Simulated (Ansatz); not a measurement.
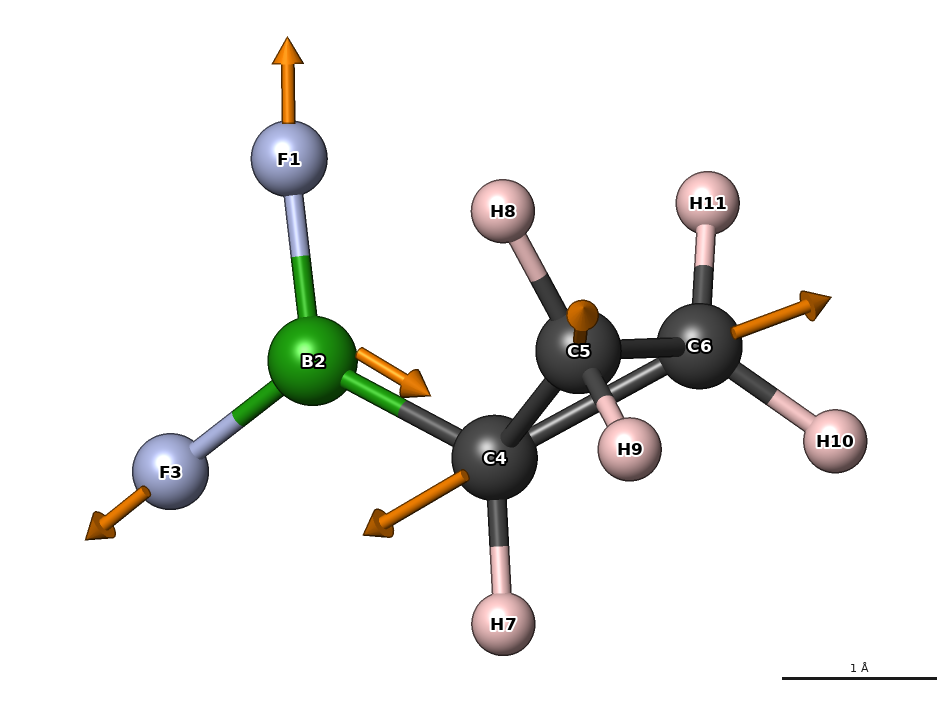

Arrows show the forces on the atoms, 3 Å of arrow for 1 eV/Å; forces under a tenth of the largest aren't drawn. Level of theory: r2SCAN-D4/def2-TZVPP (Ansatz 0.2.0).

### On which atom is the force largest, and how large is it?

On C4: 0.30 eV/Å.

List the force components in the frame of the picture (x right, y up, z towards the viewer), in eV/Å.

| atom | Fx | Fy | Fz |
| --- | --- | --- | --- |
| F1 | 0.00 | 0.19 | 0.00 |
| B2 | 0.16 | −0.09 | 0.09 |
| F3 | −0.13 | −0.11 | −0.09 |
| C4 | −0.22 | −0.13 | −0.14 |
| C5 | 0.01 | 0.07 | 0.24 |
| C6 | 0.21 | 0.08 | −0.09 |
| H7 | 0.01 | 0.00 | 0.01 |
| H8 | 0.00 | −0.01 | −0.02 |
| H9 | 0.00 | 0.01 | −0.02 |
| H10 | −0.02 | 0.01 | 0.01 |
| H11 | −0.01 | −0.01 | 0.01 |
